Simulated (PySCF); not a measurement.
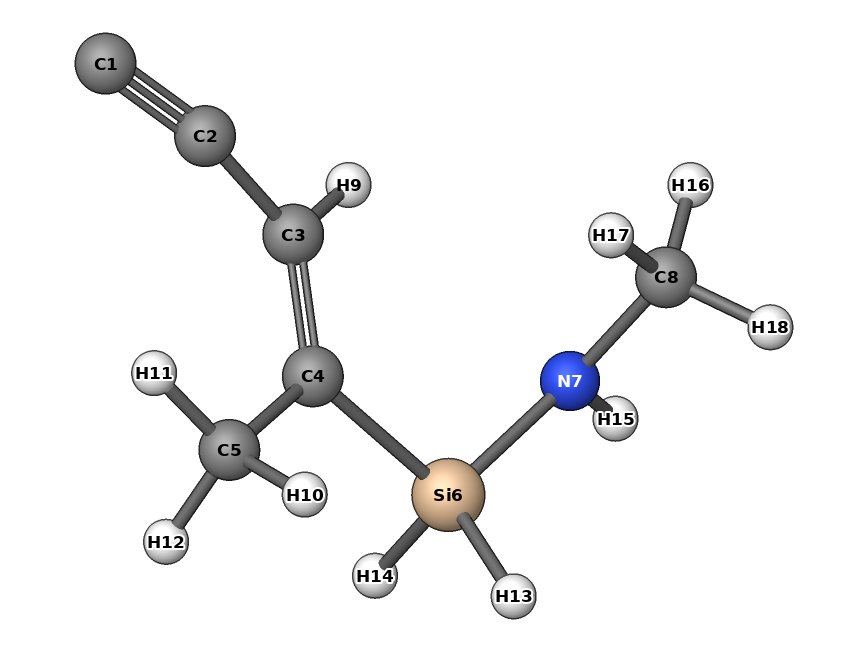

The questions are on Mulliken spin populations. Charge 0, doublet. Computed geometry: GFN2-xTB optimisation. No frequency run is at hand to confirm it as a minimum. Level of theory: UKS B3LYP, pcH-1 on C H N Si, non-relativistic (PySCF 2.14.0).

> Which atom carries the largest spin population?

C1 (0.54 e).

> Which atom has the lowest spin population?

C3 (−0.07 e); a negative value comes from spin polarisation.

Give the Mulliken spin populations atom by atom.

```json
{"atom": "C1", "value (e)": "0.54"}
{"atom": "C2", "value (e)": "0.22"}
{"atom": "C3", "value (e)": "−0.07"}
{"atom": "C4", "value (e)": "0.30"}
{"atom": "C5", "value (e)": "−0.02"}
{"atom": "Si6", "value (e)": "−0.01"}
{"atom": "N7", "value (e)": "0.00"}
{"atom": "C8", "value (e)": "0.00"}
{"atom": "H9", "value (e)": "0.00"}
{"atom": "H10", "value (e)": "0.01"}
{"atom": "H11", "value (e)": "0.00"}
{"atom": "H12", "value (e)": "0.01"}
{"atom": "H13", "value (e)": "0.00"}
{"atom": "H14", "value (e)": "0.01"}
{"atom": "H15", "value (e)": "0.00"}
{"atom": "H16", "value (e)": "0.00"}
{"atom": "H17", "value (e)": "0.00"}
{"atom": "H18", "value (e)": "0.00"}
```

Mulliken values depend strongly on the basis set. The geometry is semi-empirical. Around Si such bond lengths and angles can be off by a tenth of an ångström or more and by several degrees, and values that hang on the shape move with them.
